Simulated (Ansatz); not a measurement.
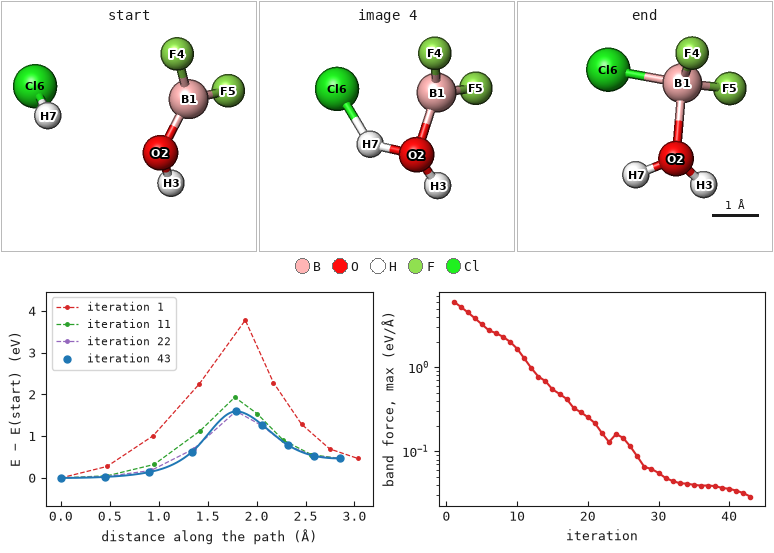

NEB run on BH$_{2}$OClF$_{2}$, made up at the start of BHOF2 and HCl. Images are numbered from 0 (start) to 8 (end). The plot follows the band through its iterations. The picture is a ball-and-stick view, seen at a tilt.

Level of theory: Ansatz 0.2.0, RHF/def2-SVP. Settings: 7 movable images; climbing image; force threshold 0.03 eV/Å; iteration limit 60; optimiser FIRE; largest step 0.02 Å; starting path through a guess of the saddle point.

Did the band converge, and can the barrier be trusted?

The run is converged, with reservations. The band converged in 43 iterations. The largest component of the band force went from 6.1 to 0.029 eV/Å. The climbing image converged on the top of the path. Its curvatures weren't checked. The step length is far from the usual. The first iteration put the highest image at 3.78 eV. The energy climbs by 1.59 eV to image 4 and then falls by 1.13 eV, so the end point sits at +0.47 eV.

Limits of the set-up: the start holds two separate molecules, 2.6 Å apart at their closest, whose relative position is a soft coordinate and is computed without a dispersion correction; Hartree-Fock leaves out electron correlation.
